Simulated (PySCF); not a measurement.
**HI, SMILES `I`: what the electrons do**

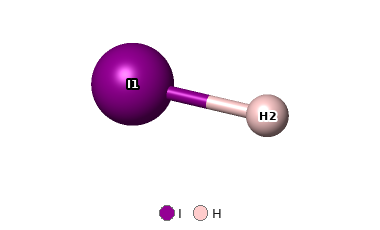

The molecule, with its atoms numbered as below. No frequency check shows the geometry to be a minimum.

Coordinates in Å:

```
I1       0.0291    0.0000    0.0000
H2      -1.5423    0.0000    0.0000
```

### 1. Bonding charge

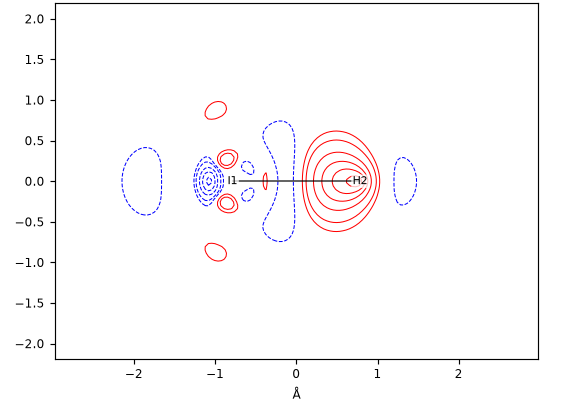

Deformation density (molecule less spherical, spin-averaged free atoms) in a plane that holds the bond; contours at ±0.05 to ±0.8 e/Å³; solid red lines: gain, dashed blue lines: loss.

Level of theory: PBE/def2-TZVP (PySCF), at a geometry from GFN2-xTB. Core potentials replace the inner electrons of I; spin–orbit coupling isn't included.

**Describe the bonding that the map shows.**

I1–H2: +0.23 e/Å³ at the bond critical point (bond length 1.57 Å, Mayer order 1.0). In all, 0.4 electrons gather in the regions of gain relative to the promolecule.

**Where do the Hirshfeld charges lie?**

The highest Hirshfeld charge is on H2 (+0.04 e), the lowest on I1 (−0.04 e).

```tsv
atom	charge (e)
I1	−0.04
H2	+0.04
```

### 2. Bond critical points

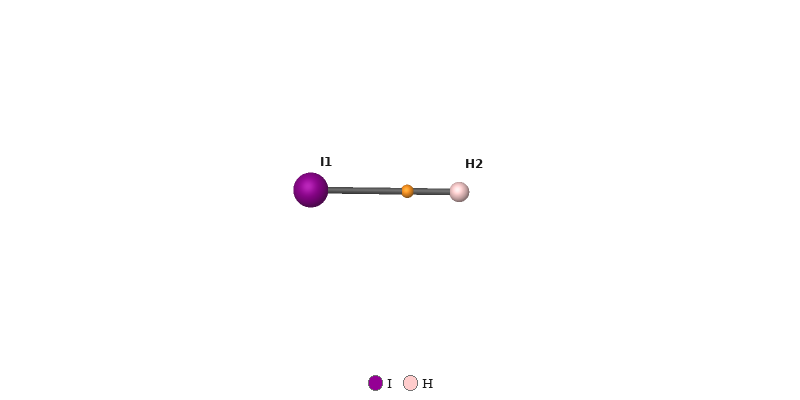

Molecular graph of the electron density (QTAIM): bond paths, bond critical points (orange), ring points (yellow, if any); weak paths are dashed.

**How many critical points of each kind are there, and does the count close?**

2 nuclei, 1 bond, 0 ring and 0 cage critical points: 2 − 1 + 0 − 0 = 1, as the Poincaré–Hopf relation requires.

**Give the properties at the bond critical points.**

```tsv
bond	length (Å)	ρ (a.u.)	∇²ρ (a.u.)	ε	H (a.u.)
I1–H2	1.571	0.164	−0.15	0.00	−0.123
```

**What kind of interaction is I1–H2?**

Shared-shell (covalent): ρ = 0.164, ∇²ρ = −0.15, H = −0.123 a.u.

### 3. Local ionisation energy

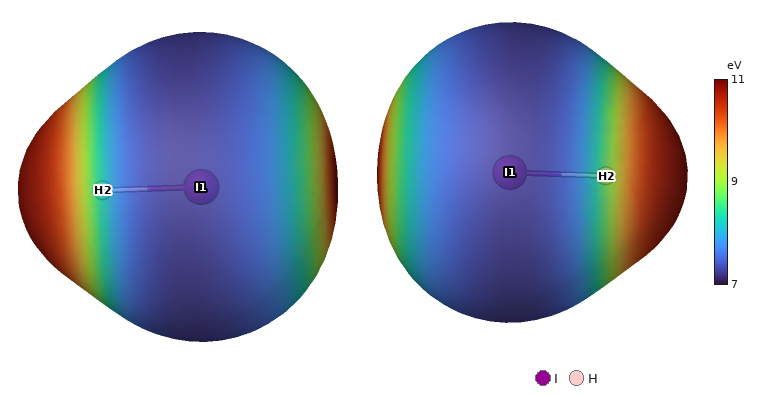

Average local ionisation energy on the surface of electron density 0.001 a.u. (back view left, front view right).

**Locate the minima of the map.**

The lowest value is 7.2 eV, 2.5 Å from I1, and at like points elsewhere. For comparison, the highest occupied orbital lies at −6.8 eV.

**What volume does the surface enclose, and what is the dipole moment?**

About 61 Å³; the dipole moment is 0.5 D.

### 4. In an electric field

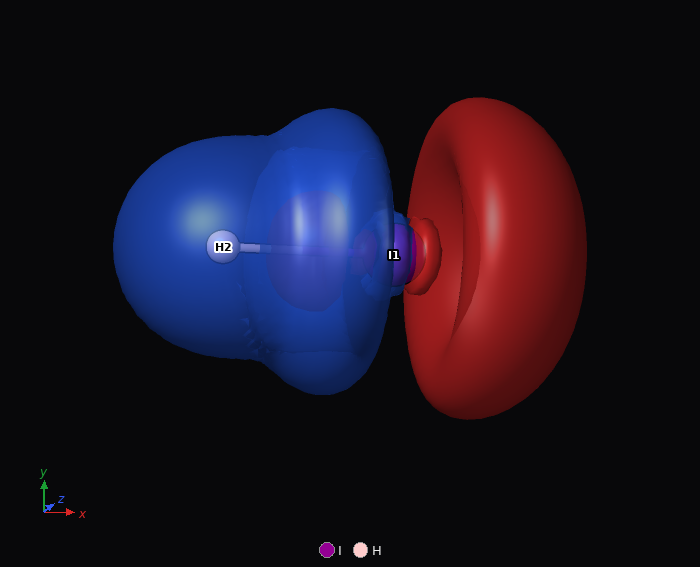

Change of the electron density in a uniform field of 0.21 V/Å, surfaces at ±0.0015 e/Å³ (red: gain, blue: loss).

Computed with PySCF, PBE/def2-TZVP, geometry: GFN2-xTB. Core potentials replace the inner electrons of I; spin–orbit coupling isn't included. A basis without diffuse functions makes polarisabilities too small.

The field was applied in both directions; the picture shows the one opposite to the script's first.

**Along which Cartesian direction does the field point?**

Along −x: electrons gather on the +x side, against the field.

**How large is the response?**

The induced dipole is 0.32 D (along the field); α along this axis, from the fields in both directions, is 32 bohr³ (4.7 Å³).

The PySCF runs shown took 4.2 s and 6 s on 1 thread of Intel(R) Xeon(R) Platinum 8259CL CPU @ 2.50GHz (Skylake/Cascade Lake), on a shared host.
